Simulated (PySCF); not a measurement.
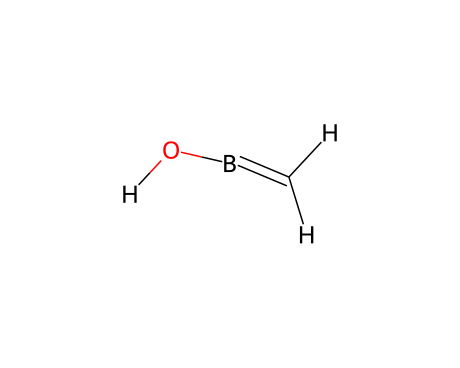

The computed structure is the end point of a PBE0-D3(BJ)/def2-TZVP optimisation. No frequency run is at hand to confirm it as a minimum. Program: PySCF 2.14.0.

Compare HOMO energy (eV), HOMO–LUMO gap (eV) at these levels: CAM-B3LYP/aug-cc-pVTZ; PBE0/aug-cc-pVTZ; PBE0/pcSseg-2; ωB97X-D/aug-cc-pVTZ.

| level | HOMO energy (eV) | HOMO–LUMO gap (eV) |
| --- | --- | --- |
| CAM-B3LYP/aug-cc-pVTZ | −7.49 | 7.31 |
| PBE0/aug-cc-pVTZ | −6.15 | 5.52 |
| PBE0/pcSseg-2 | −6.14 | 6.00 |
| ωB97X-D/aug-cc-pVTZ | −8.00 | 8.52 |
